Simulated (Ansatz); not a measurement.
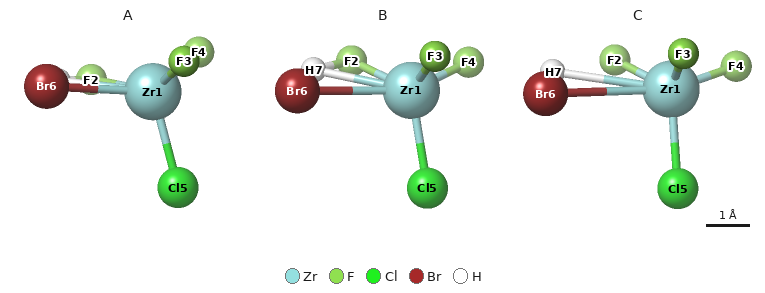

3 geometries from a converged minimum-energy path of ZrHBrClF3, shuffled. Style: ball-and-stick. Shown at a tilt.

Theory: Ansatz 0.2.0, RKS PBE/def2-SVP. Set-up: 7 movable images; climbing image; force threshold 0.03 eV/Å; iteration limit 60; starting path through a guess of the saddle point.

Which of them lies highest in energy?

B. In order along the path, whose images run from 0 to 8: C (image 2, +5.8 kJ/mol), B (image 4, +23.1 kJ/mol), A (image 6, +10.5 kJ/mol). A hydrogen atom shifts from one atom to another. Breaking: Br6–H7 (1.44 → 1.65 at the top → 2.17 Å). Forming: F2–H7 (2.49 → 1.24 at the top → 0.98 Å).

The run took 2.7 min on 4 threads of Arm Neoverse V2 (shared host), peak memory 0.21 GiB.
